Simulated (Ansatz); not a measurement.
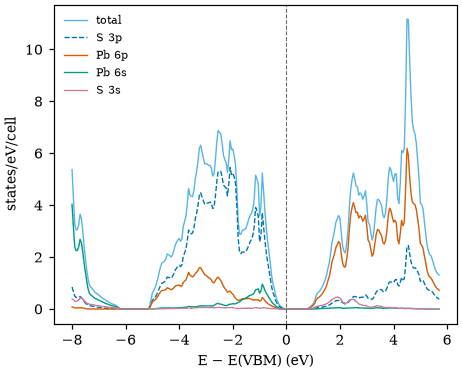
*Total and projected density of states of PbS (rock salt, space group No. 225), the program Ansatz at the r²SCAN level (PAW)*

Q: Which orbitals carry the states next to the gap?

A: Top 1 eV of the valence band: S 3p 70 %, Pb 6s 19 %, Pb 6p 9 %. Bottom 1 eV of the conduction band: Pb 6p 70 %, S 3s 16 %, S 3p 9 %. Projections are on Löwdin-orthogonalised atomic valence shells; empty p or d shells of many metals are not among them.

Q: Where is the tallest occupied peak in this window, and what makes it?

A: Near -2.5 eV, about 6.9 states/eV per cell; the largest projected share is S 3p.

Space group Fm-3m (rock salt). The r²SCAN relaxation kept the symmetry of its start. Spin–orbit coupling is left out wherever it is not named.

Potentials: the earlier of the program's two PAW sets.
